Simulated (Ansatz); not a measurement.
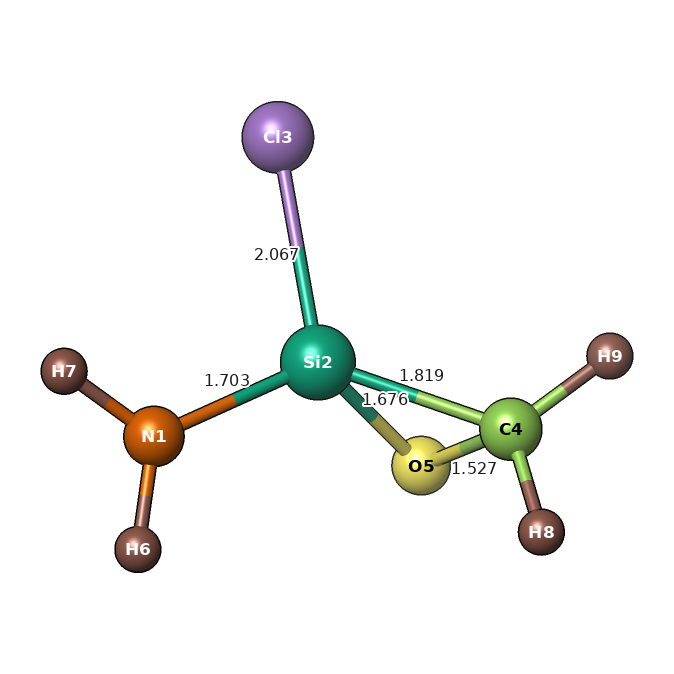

The numbers beside the sticks are distances in Å. Sticks don't show bond order. The geometry was computed by an optimisation with PBE-D4/def2-SVP. No frequency run is at hand to confirm it as a minimum.

Question: Which of the marked bonds are single, double, triple or aromatic?

Answer: N1–Si2 single; Si2–Cl3 single; Si2–C4 single; Si2–O5 single; C4–O5 single.

Question: Give the structure as SMILES.

Answer: N[Si@@]1(Cl)CO1
